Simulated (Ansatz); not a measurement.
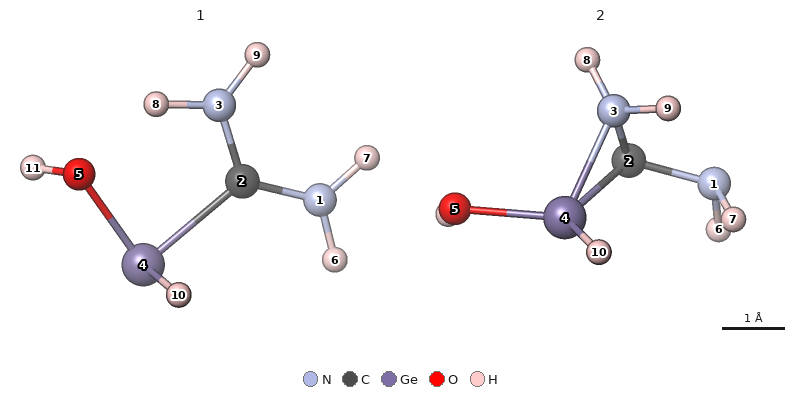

Two geometries of CH$_{6}$GeN$_{2}$O, drawn at one scale. One is the start of a relaxation, the other its converged end. Style: ball-and-stick. Shown at a tilt.

All numbers below come from Ansatz 0.2.0, RKS PBE-D4/def2-SVP. (no spin polarisation; force threshold 0.02 eV/Å; at most 50 steps)

> Which geometry has the lower energy?

Structure 1 is the relaxed one. The run prepares an end point of a later path (hydrogen shift) calculation, from a guessed geometry. The largest moves after the best rigid fit, 1.28 Å, are those of H7 and H9. Largest moves by element: H 1.28 Å, Ge 1.14 Å, O 0.72 Å, C 0.70 Å, N 0.41 Å. Among the contacts that change: N3–Ge4 1.927 → 2.873 Å, C2–Ge4 1.974 → 2.102 Å, Ge4–O5 1.807 → 1.933 Å, Ge4–H10 1.499 → 1.616 Å. Bonds break, among them: N3–Ge4 (1.93 → 2.87 Å). Bond angles that change, for instance: N3–C2–Ge4 67.3° → 112.1°, C2–Ge4–H10 125.8° → 87.0°, O5–Ge4–H10 121.5° → 95.5°. After 20 geometry steps the energy has fallen by 93.4 kcal/mol. Largest force component: 3.3 eV/Å at the start, 0.018 eV/Å at the end. Cost: 50 s on 2 threads of AMD EPYC 7R43 64-Core Processor (Zen 3), on a shared host, peak memory 0.18 GiB.
